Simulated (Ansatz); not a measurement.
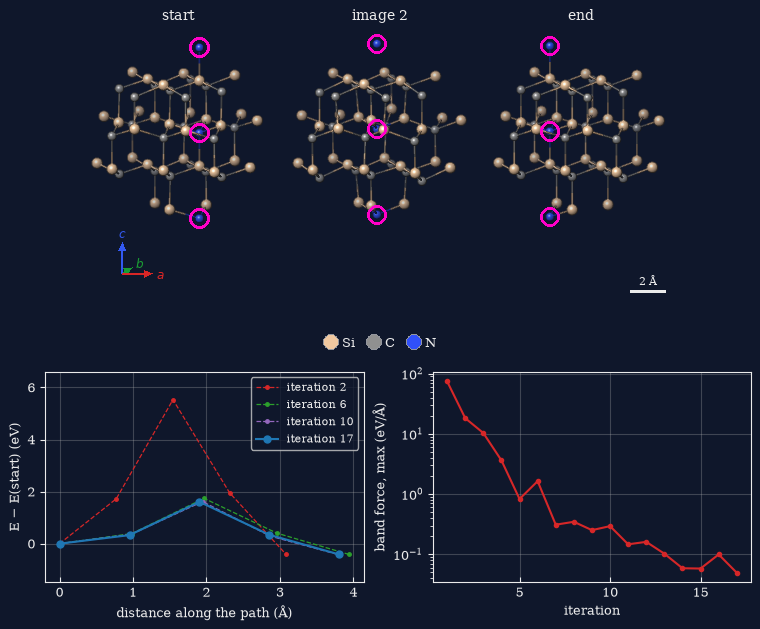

NEB run on SiC with a C vacancy (15 atoms in the cell, charge +1). Images are numbered from 0 (start) to 4 (end). The plot follows the band through its iterations. A ball-and-stick model of the atoms within 5.1 Å of the middle of the path, seen slightly off an axis. The moving atom is ringed, with any periodic copies. Bonds to atoms that aren't drawn are left out.

The calculation used Ansatz 0.2.0, DFT PBEsol, scalar-relativistic, plane waves, PAW. Run with plane-wave cutoff 420 eV; k-point mesh 2 × 3 × 3; Gaussian smearing 0.02 eV; 3 movable images; climbing image; force threshold 0.05 eV/Å; iteration limit 50; end points as typed, not relaxed.

Question: How did the profile develop, and is the result final?

Answer: The result isn't final. The band hadn't converged when the run stopped after 17 iterations. The largest component of the band force went from 75 to 0.049 eV/Å. The barrier read from it is provisional, though the highest image hardly moved in the last two iterations. The end points weren't relaxed, so energies relative to them aren't barriers between minima. The first iteration put the highest image at 21.57 eV. The energy climbs by 1.61 eV to image 2 and then falls by 2.02 eV, so the end point sits at −0.41 eV.

Limits of the set-up: the periodic images lie only 5.0 Å apart, so the values are limited by the cell's size; the cell is charged, on a uniform background, and energies carry no finite-size correction.

The run took 2.3 min on 1 thread of AMD EPYC 9R45 96-Core Processor (Zen 5) (shared host), peak memory 0.51 GiB.

PAW datasets: the set soft_1.
